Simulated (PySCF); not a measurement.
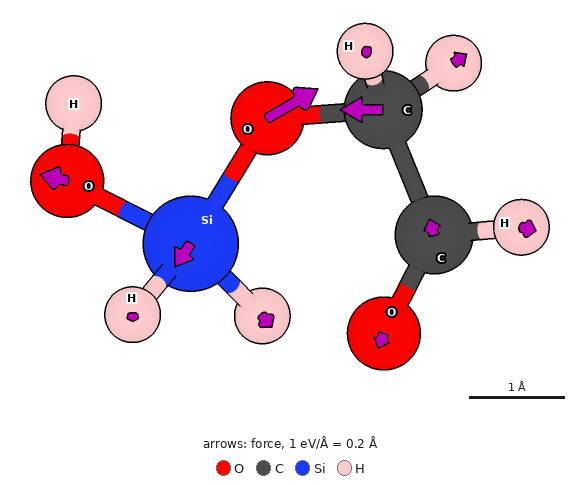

Starting geometry of C2H6O3Si with the computed forces as purple arrows. The picture is a ball-and-stick view, seen at a tilt.

The start comes from GFN2-xTB. Its atoms were then displaced at random by about 0.01 Å.

Level of theory: PBE0-D3(BJ)/def2-SVP geometry optimisation, gas phase in PySCF. 

Question: What follows when this structure is relaxed?

Answer: It isn't relaxed: the largest force vector, on an O atom, is 3.51 eV/Å. The final displacements have little in common with the starting forces (cosine between the two patterns 0.24). The energy falls by 0.283 eV in 11 geometry steps. The largest move after the best rigid fit is that of an H atom, 0.26 Å. By element the largest moves are H 0.26 Å, O 0.20 Å, Si 0.09 Å, C 0.04 Å. Some distances before and after: O–Si 2.635 → 2.714 Å, O–Si 1.616 → 1.683 Å, C–O 1.426 → 1.372 Å, H–Si 1.442 → 1.492 Å. Among the angles between lasting bonds that change: Si–O–H 121.1° → 116.3°, H–C–H 109.5° → 105.1°, O–C–H 108.7° → 112.3°. Groups turn about O–Si by about 25°.
